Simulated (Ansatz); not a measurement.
# S2F2 (Difluorodisulfane) at MP2/STO-3G

What is the energy change on altering one bond length of S2F2 (Difluorodisulfane) at MP2/STO-3G? 

The calculation is run with Ansatz 0.2.0.

40 further runs of the same task are left out: 7 that didn't finish, 33 set aside as unsound or not needed.

### Step 1. Starting point

S2F2 has 4 atoms, charge 0, and is taken as a singlet. SMILES: `FSSF`. Geometry: relaxed at PBE0-D4/def2-TZVP.

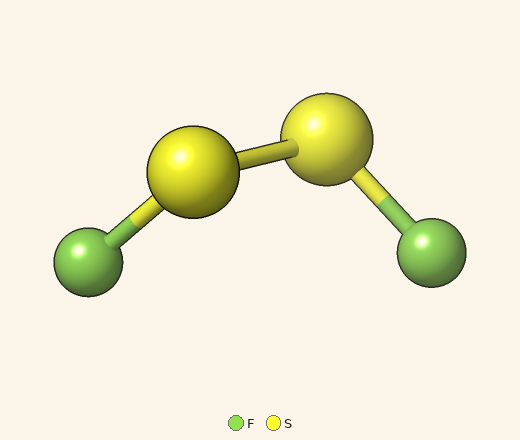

Viewed from a chosen angle; fluorine green, sulfur yellow.

### Step 2. The energy at MP2/STO-3G

Contents of run.yaml:

```yaml
crystal:
  periodic: [false, false, false]
  atoms:
    - {symbol: F, position_ang: [-1.783750, -0.199930, -0.621590]}
    - {symbol: S, position_ang: [-0.467670, 0.764150, -0.632370]}
    - {symbol: S, position_ang: [1.044990, -0.276390, -0.184720]}
    - {symbol: F, position_ang: [1.206410, -0.287820, 1.438680]}
basis:
  gaussian:
    orbitals: STO-3G
correlation:
  method: mp2
  frozen_orbitals: {F: 1, S: 5}
accuracy: high
```

Launch:

```console
$ ansatz run run.yaml --threads 1 --pin off --max-ram 3480MiB --events-out events.jsonl --progress --plain --runs-dir runs
```

The program printed:

```text
Warning: RAYON_NUM_THREADS=1 ignored (pool sized by the plan → 1); use --threads N
Functional definition: HF
  name "HF"
  exchange = exact_x
  correlation = 0
522 factors; integrals over basis functions are off by at most 2.6e-8 eV
mean field evaluation 1: about -26727.6153 eV, gradient 2.2e1 eV
mean field evaluation 2: about -26727.7796 eV, gradient 2.2e1 eV
mean field evaluation 4: about -26730.6000 eV, gradient 1.4e0 eV
mean field evaluation 8: about -26730.6129 eV, gradient 5.5e-6 eV
mean field -26730.61290192 eV, -982.3319054854 hartree, gradient 6.4e-9 eV, S^2 0.000000; 0 other end points of the search recorded, 0 dependent functions left out
12 core orbitals not correlated: weight in the atoms' cores, before any rotation towards them, 1.000 or more for the frozen orbitals, at most 0.000 for the correlated occupied ones
reference -26730.61290192 eV, -982.3319054854 hartree; 13, 13 occupied and 3, 3 virtual orbitals, 522 factors
second order -2.09675368 eV of doubles, -0.00000000 eV of singles
Total energy: -26732.70965560 eV, -982.4089597619 hartree
```

Run time: 0.2 s. Hardware: 1 thread of Arm Neoverse V2, shared host.

### Step 3. The distorted shape, same level

Contents of job.yaml:

```yaml
crystal:
  periodic: [false, false, false]
  atoms:
    - symbol: F
      position_ang: [-2.161899, 0.060194, -0.733498]
    - symbol: S
      position_ang: [-0.845819, 1.024274, -0.744278]
    - symbol: S
      position_ang: [1.044990, -0.276390, -0.184720]
    - symbol: F
      position_ang: [1.206410, -0.287820, 1.438680]
basis:
  gaussian: {orbitals: STO-3G}
correlation: {method: mp2, frozen_orbitals: {F: 1, S: 5}}
accuracy: high
```

Launch:

```console
$ ansatz run job.yaml --threads 1 --pin off --max-ram 3480MiB --events-out events.jsonl --progress --plain --runs-dir runs
```

The program printed:

```text
Warning: RAYON_NUM_THREADS=1 ignored (pool sized by the plan → 1); use --threads N
Functional definition: HF
  name "HF"
  exchange = exact_x
  correlation = 0
505 factors; integrals over basis functions are off by at most 3.1e-8 eV
mean field evaluation 1: about -26728.4235 eV, gradient 1.7e1 eV
mean field evaluation 2: about -26728.5664 eV, gradient 1.7e1 eV
mean field evaluation 4: about -26730.1460 eV, gradient 1.4e0 eV
mean field evaluation 8: about -26730.1626 eV, gradient 1.6e-5 eV
mean field -26730.16264067 eV, -982.3153586897 hartree, gradient 8.2e-9 eV, S^2 0.000000; 0 other end points of the search recorded, 0 dependent functions left out; unrestricted orbitals would lower it
mean field evaluation 16: about -26730.2148 eV, gradient 4.4e0 eV
12 core orbitals not correlated: weight in the atoms' cores, before any rotation towards them, 1.000 or more for the frozen orbitals, at most 0.000 for the correlated occupied ones
reference -26730.16264067 eV, -982.3153586897 hartree; 13, 13 occupied and 3, 3 virtual orbitals, 505 factors
second order -2.50871098 eV of doubles, -0.00000000 eV of singles
Total energy: -26732.67135165 eV, -982.4075521179 hartree
```

It took 0.22 s on 1 thread of Arm Neoverse V2, shared host.

### Step 4. Outcome

Level: MP2/STO-3G, 12 core orbitals frozen.

| quantity | value |
| --- | --- |
| first shape: total energy | -982.40896 Eh |
| first shape: correlation energy (12 core orbitals frozen) | -77.1 mEh |
| distorted shape: total energy | -982.40755 Eh |
| distorted shape: correlation energy (12 core orbitals frozen) | -92.2 mEh |
| energy change with the S2–S3 bond stretched from 1.890 to 2.362 Å | 0.038 eV |

What this shows: With the S2–S3 bond stretched from 1.890 to 2.362 Å the energy rises by 0.04 eV (0.9 kcal/mol). The first shape isn't relaxed at this level, so the change isn't measured from a minimum. The minimal basis adds a large error of its own. The restricted solution (distorted shape) is unstable to spin breaking: an unrestricted one lies lower.
